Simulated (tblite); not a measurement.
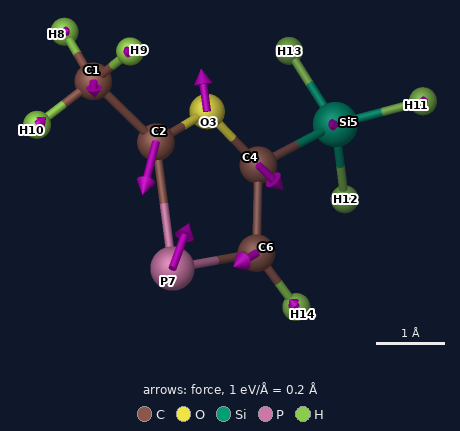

Starting geometry of C4H7OPSi with the computed forces as purple arrows. Style: ball-and-stick. Shown from a free direction.

All numbers below come from GFN2-xTB geometry optimisation, gas phase in tblite. 

Is this structure relaxed? If not, where do the atoms go?

It isn't relaxed: the largest force vector, on C2, is 4.63 eV/Å. The final displacements have little in common with the starting forces (cosine between the two patterns 0.22). H10 moves most after the best rigid fit: 0.51 Å. By element the largest moves are H 0.51 Å, P 0.21 Å, C 0.19 Å, O 0.05 Å, Si 0.04 Å. Near-neighbour distances that change, for instance: C2–P7 1.908 → 1.720 Å, C6–P7 1.894 → 1.763 Å, O3–C4 1.281 → 1.346 Å, C2–O3 1.277 → 1.341 Å. Bond angles that change, for instance: Si5–C4–C6 120.7° → 130.7°, C2–O3–C4 119.6° → 112.4°, O3–C4–Si5 121.9° → 115.7°. Groups turn about C1–C2 by about 25°. Over 90 geometry steps the energy falls by 21.1 kcal/mol.
